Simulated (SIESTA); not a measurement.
Band structure of VN (Fm-3m, 2 atoms in the cell).

```yaml
crystal:
  lattice:
    - [0.00000, 2.07000, 2.07000]
    - [2.07000, 0.00000, 2.07000]
    - [2.07000, 2.07000, 0.00000]
  atoms:
    - { symbol: V, position: [0.00000, 0.00000, 0.00000] }
    - { symbol: N, position: [0.50000, 0.50000, 0.50000] }
```

Level of theory: GGA PBE, numerical atomic orbitals TZP, PseudoDojo PBE standard norm-conserving potentials (rewritten from UPF to PSML) (SIESTA 5.4.2).

Settings: XC.functional = GGA; XC.authors = PBE; potentials = PseudoDojo PBE standard; PAO.BasisSize = TZP; PAO.EnergyShift = 0.005 Ry; MeshCutoff = 350 Ry; kgrid.MonkhorstPack = 18 18 18; OccupationFunction = MP; OccupationMPOrder = 0; ElectronicTemperature = 1160.45 K; MaxSCFIterations = 150; SCF.Mixer.Method = Broyden; SCF.Mixer.Weight = 0.25; SCF.Mixer.History = 6.

The starting cell has typed, rounded lattice constants, without a prior relaxation at this level. Spin polarisation is off, so a magnetic state, if there is one, cannot be reached. Values carry the incompleteness of an atom-centred basis.

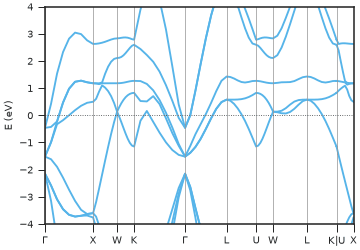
Bands along the path, energies from the Fermi level.

Levels in eV from the Fermi level, bands 6 to 11:
```
point      6      7      8      9     10     11
-----  -----  -----  -----  -----  -----  -----
Γ      -2.15  -2.15  -2.15  -1.52  -1.52  -1.52
X      -6.63  -3.76  -3.60  -3.60   0.50   1.18
W      -6.18  -6.18  -5.91   0.13   0.13   1.18
K      -6.48  -6.46  -4.98  -1.15   0.83   1.27
L      -8.83  -6.03  -6.03   0.58   0.58   1.43
U      -6.48  -6.46  -4.98  -1.15   0.83   1.27
```

Bands cross the Fermi level along this path, so the cell is metallic at this level.

Higher empty bands are left out: an atom-centred basis made for the valence describes them poorly.
